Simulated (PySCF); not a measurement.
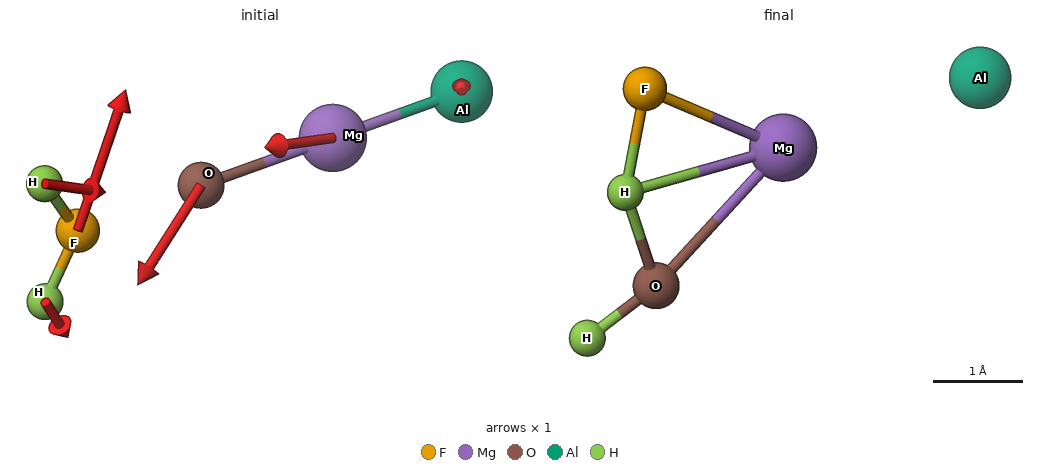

The structure of MgAlH$_{2}$OF before (left) and after (right) a relaxation, at one scale. The red arrows give the displacements, at their true length.

The picture is a ball-and-stick view, seen from a free direction.

It is one of the separated reactants of a reaction.

All numbers below come from PySCF 2.14.0, RKS PBE-D4/def2-SVP, density fitting. 

### What changed between the two?

The relaxation stopped without meeting its thresholds, so the last structure isn't shown to be converged. After 89 geometry steps the energy has fallen by 16.202 eV. The F atom moves most after the best rigid fit: 1.71 Å. Largest moves by element: F 1.71 Å, O 1.35 Å, Mg 1.14 Å, H 0.93 Å, Al 0.24 Å. Among the contacts that change: F–H 0.910 → 3.042 Å, H–Mg 3.993 → 2.022 Å, F–Mg 3.463 → 1.999 Å, H–O 2.266 → 0.978 Å. New bonds form, among them: F–Mg (3.46 → 2.00 Å), H–Mg (3.99 → 2.02 Å), H–O (2.27 → 0.98 Å). Bonds break, among them: Al–Mg (1.75 → 2.99 Å), F–H (0.91 → 3.04 Å).
